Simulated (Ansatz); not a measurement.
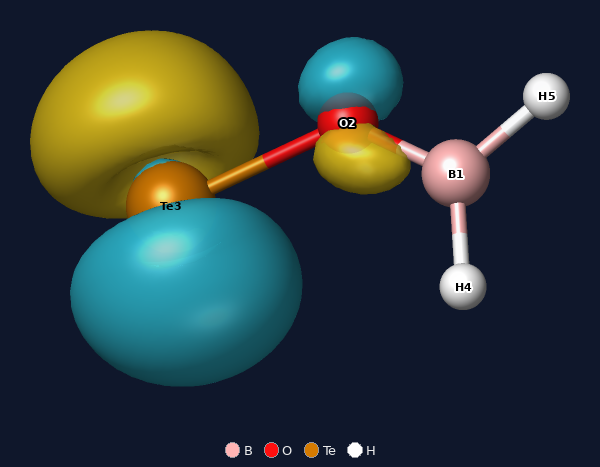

*BH2OTe (doublet). The LUMO (β) at ±0.15 Å⁻³ᐟ² (yellow and cyan are the two phases), seen at an oblique angle.*

Core potentials replace the inner electrons of Te.

Computed with UKS PBE/def2-SVP (Ansatz 0.2.0).

```xyz
5

B    -0.2923    0.3091   -0.4819
O     0.1257   -0.8044    0.1555
Te    1.1495   -1.0365    1.9086
H    -0.1000    1.4361   -0.0527
H    -0.8830    0.0957   -1.5296
```

**Where does this orbital lie, and at what energy?**

It lies mainly on Te3 (about 90 %) and O2 (about 10 %); it is symmetric in the molecular plane (an in-plane orbital: σ, lone-pair or in-plane π type). Its energy is −5.26 eV.
